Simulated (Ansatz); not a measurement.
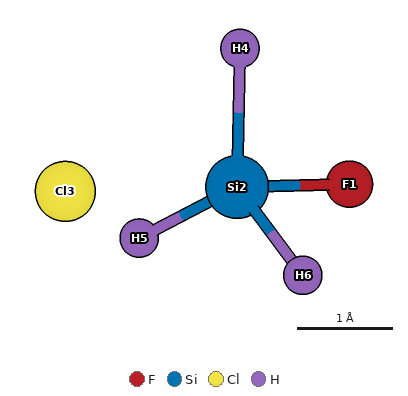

Figure 1. The structure as given in the input (ball-and-stick view, seen at a tilt; atoms are numbered from 1 in the order of the input). Bond lengths as drawn: F–Si 1.61 Å and H–Si 1.49 Å.

## Run report: SiH3ClF (charge −1), single-point calculation

- system: SiH3ClF, charge −1
- method: RKS PBE0-D4/def2-TZVPPD (Ansatz 0.2.0)

The geometry: rigid move from PBE0-D4/def2-TZVP.

### The input
```yaml
crystal:
  periodic: [false, false, false]
  atoms:
    - {symbol: F, position_ang: [-0.978418, -0.541348, -1.525495]}
    - {symbol: Si, position_ang: [-0.146216, -0.080910, -0.227954]}
    - {symbol: Cl, position_ang: [1.126380, 0.623229, 1.756128]}
    - {symbol: H, position_ang: [0.272396, -1.452297, 0.164284]}
    - {symbol: H, position_ang: [0.808528, 0.781743, -0.972324]}
    - {symbol: H, position_ang: [-1.301672, 0.548411, 0.463904]}
basis:
  gaussian: {orbitals: "def2-TZVPPD.json"}
total_charge: -1
hamiltonian: {xc: pbe0, dispersion: d4}
output: {orbitals: {seedname: orbitals}}
```

Run as:
```bash
ansatz run in.yaml --threads 2 --pin off --events-out ev --progress --plain --max-ram 5222MiB
```

### Output
```
Functional definition: PBE0
  name "PBE0"
  cite "Adamo & Barone, J. Chem. Phys. 110, 6158 (1999) doi:10.1063/1.478522"
  cite "Perdew, Burke & Ernzerhof, Phys. Rev. Lett. 77, 3865 (1996) doi:10.1103/PhysRevLett.77.3865"
  parent pbe
  parameter a = 0.25
  parameter kappa = 0.804
  parameter beta = 0.06672455060314922
  exchange = (1 - a)*pbe_x(kappa = kappa, mu = beta*pi^2/3) + a*exact_x
  correlation = pbe_c(beta = beta)
1030 factors; their error is unknown
mean field evaluation 1: about -23161.2504 eV, gradient 1.5e1 eV
mean field evaluation 2: about -23161.2270 eV, gradient 1.9e1 eV
mean field evaluation 4: about -23161.7243 eV, gradient 6.6e-1 eV
mean field evaluation 8: about -23161.7865 eV, gradient 2.4e-1 eV
mean field -23161.78653259 eV, -851.1799554498 hartree, gradient 5.6e-5 eV, S^2 0.000000; 0 other end points of the search recorded, 0 dependent functions left out
reference -23161.78657510 eV, -851.1799570120 hartree; 22, 22 occupied and 168, 168 virtual orbitals, 1030 factors
Total energy: -23161.88665149 eV, -851.1836347517 hartree
```

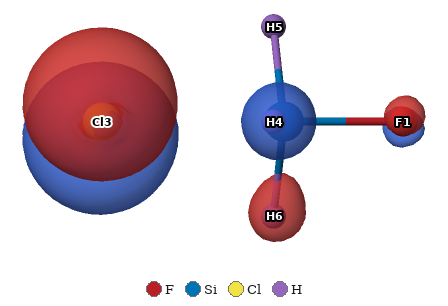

Figure 2. The HOMO at ±0.15 Å⁻³ᐟ² (blue and red are the two phases), seen from the side. Its energy is −2.50 eV.

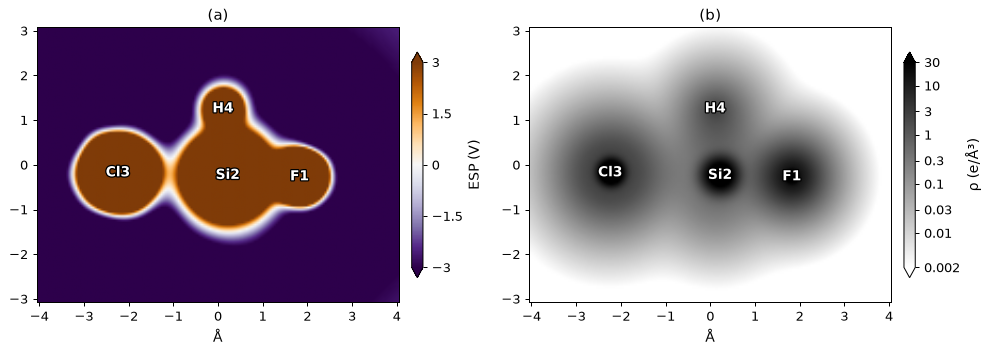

Figure 3. (a) molecular electrostatic potential; (b) electron density on the plane of atoms F1, Si2 and H4. The plane passes through F, Si, Cl and H nuclei. Si2···Cl3 (2.46 Å): ρ is about 0.41 e/Å³ halfway, with its minimum of 0.31 e/Å³ about 0.9 Å from Si. Si–F (1.61 Å): ρ at the midpoint is about 1.1 e/Å³. Si–Cl (2.46 Å): ρ is about 0.41 e/Å³ halfway, with its minimum of 0.31 e/Å³ about 0.9 Å from Si. Si–H (1.49 Å): ρ is about 0.82 e/Å³ halfway.

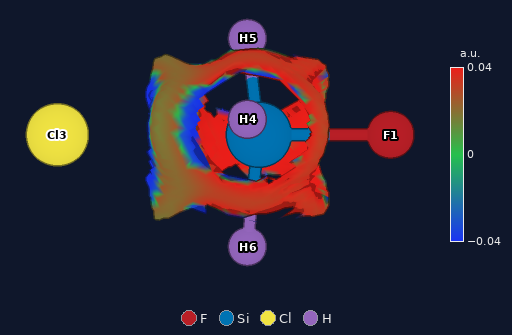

Figure 4. Non-covalent interaction (NCI) plot: the surface where the reduced density gradient is 0.6, for densities under 0.05 a.u., coloured by sign(λ₂)ρ; seen from the side. Broad surface: van der Waals contact with attractive (blue) spots.

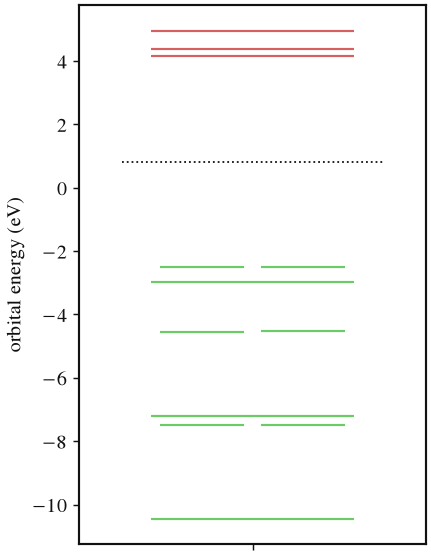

Figure 5. Orbital energies near the frontier; the dotted line parts filled from empty levels, and levels within 0.02 eV of each other stand side by side. Highest filled −2.50 eV, lowest empty 4.16 eV, 6.66 eV apart.

### Summary

```tsv
quantity	value
outcome	converged
total energy	−23161.8867 eV
mean-field energy	−23161.7866 eV
dispersion energy	−0.1001 eV
SCF solution under orbital rotations	stable
HOMO	−2.50 eV
LUMO	4.16 eV
hardware	2 threads of Arm Neoverse V1, 23 GiB of memory available, shared host
wall time	3.2 s (CPU time 6.1 s)
peak memory	0.41 GiB
```
